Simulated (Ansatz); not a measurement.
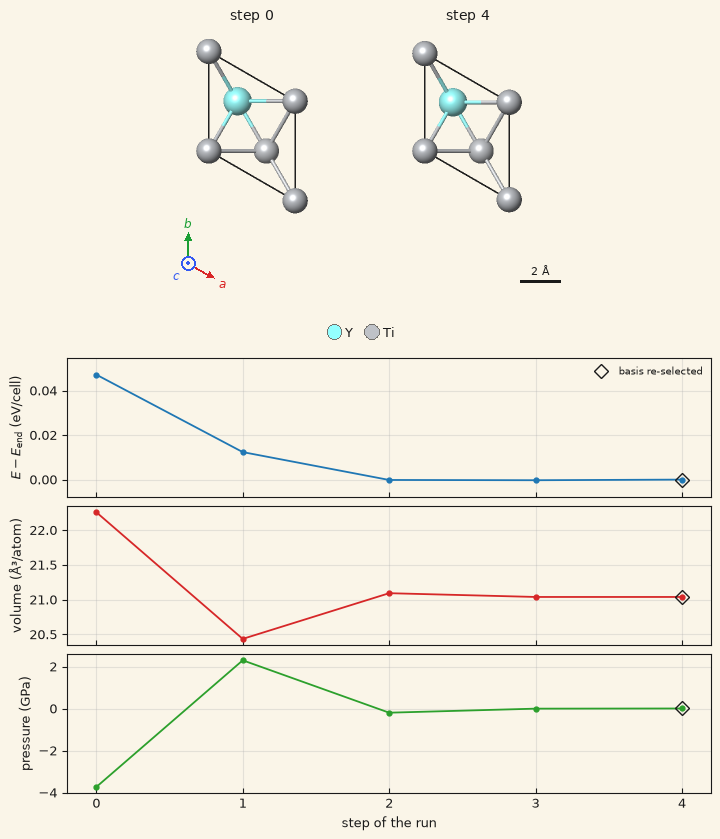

First and last geometry of a relaxation of a crystal of YTi2 (a generated structure, set up in P-6m2), with the history of the run. Style: ball-and-stick. Shown: the cell of the calculation, along the c axis.

Theory: DFT PBE, scalar-relativistic, plane waves, PAW in Ansatz. (plane-wave cutoff 420 eV; k-point mesh 12 × 12 × 16; occupations gaussian; smearing width 0.1 eV; collinear spin; cell and atoms relaxed; force threshold 0.01 eV/Å; at most 80 steps)

**Did the run converge, and what did it change?**

It converged. No atom moves by more than 0.005 Å relative to the cell. The volume changes by −5.5 %, with a = b 5.010 → 4.900 Å (−2.2 %), c 3.071 → 3.036 Å (−1.2 %). Some distances before and after: Ti–Y 3.275 → 3.210 Å, Ti–Ti 3.275 → 3.210 Å, Ti–Y 2.893 → 2.829 Å, Y–Y 3.071 → 3.036 Å. The space group stays P-6m2 (No. 187). After 3 accepted moves (4 points after the start) the energy has fallen by 47.2 meV per cell of the calculation. All forces vanish by symmetry, so only the cell relaxes. The pressure goes from −3.73 to 0.01 GPa. The SCF was repeated once at an unchanged geometry on a basis and grid sized afresh for the cell, which shifted the energy by 0.3 meV per cell of the calculation at most. The program noted that the starting moments weren't kept.

```
step  E − E(0), meV/atom  pressure, GPa  volume, Å³/atom                      note
   0                0.00          -3.73           22.258                          
   1              -11.60           2.30           20.436                          
   2              -15.78          -0.19           21.093                          
   3              -15.82           0.00           21.039                          
   4              -15.73           0.01           21.039  same geometry, new basis
```
